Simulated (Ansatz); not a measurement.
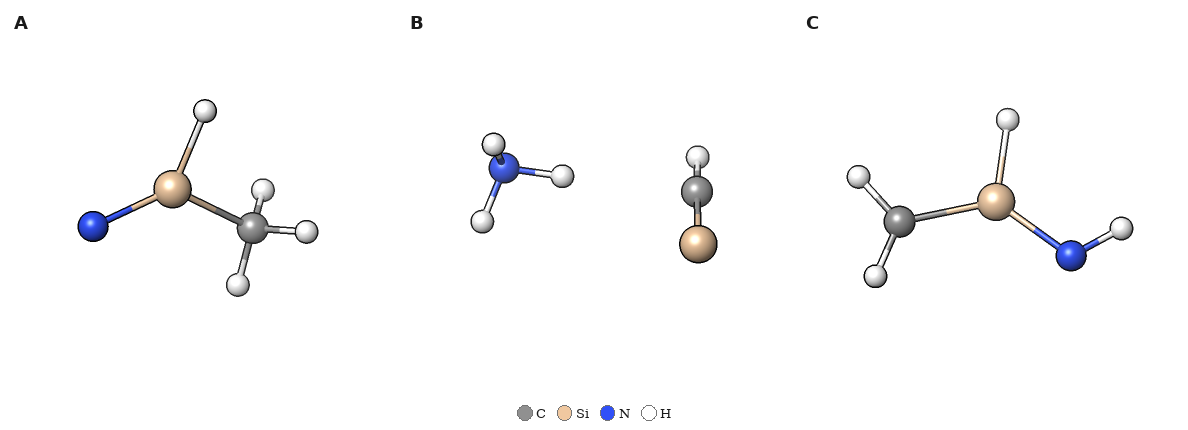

3 stationary structures of one formula. The species has charge −1 and is a spin singlet. Geometries: PBE0-D4/def2-TZVPD. Electronic energies: RHF-CCSD(T) (frozen core)/def2-TZVPPD (Ansatz 0.2.0), without zero-point energy. No frequency run is at hand to confirm each as a minimum. Each is one conformer, not always the lowest.

> Which is lowest in energy, and by how much?

C is lowest (Cs); A lies 82.9 kJ/mol above it (Cs), B lies 102.1 kJ/mol above it.
